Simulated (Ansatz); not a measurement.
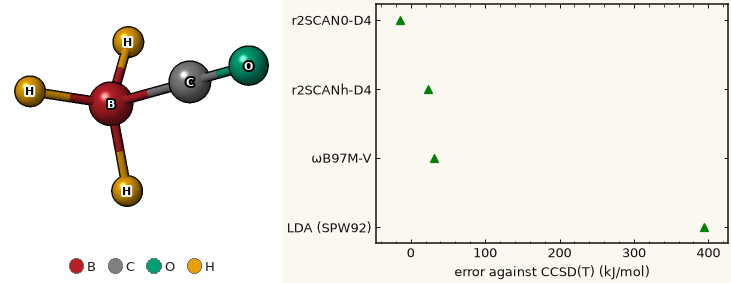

Error in the electronic atomisation energy (method less reference, so positive means overbinding) of CH₃BO, SMILES [BH3-]C#[O+]: functionals in def2-TZVPP against frozen-core CCSD(T) at the limit (scheme: direct), which gives 2361.5 kJ/mol, at a PBE0-D4/def2-TZVP geometry (a minimum by its frequencies), no zero-point or spin-orbit term, the Ansatz code. The reference leaves out core correlation, a term that grows with the number of heavy atoms.

### Which of these levels overbind, and which underbind?

Overbind: r2SCANh-D4, ωB97M-V and LDA (SPW92). Underbind: none clearly. Within 15 kJ/mol of zero, too close to call in view of what the reference leaves out: r2SCAN0-D4.

### Give the values.

| level | kJ/mol |
| --- | --- |
| r2SCAN0-D4 | −14.0 |
| r2SCANh-D4 | 22.9 |
| ωB97M-V | 31.1 |
| LDA (SPW92) | 394.0 |
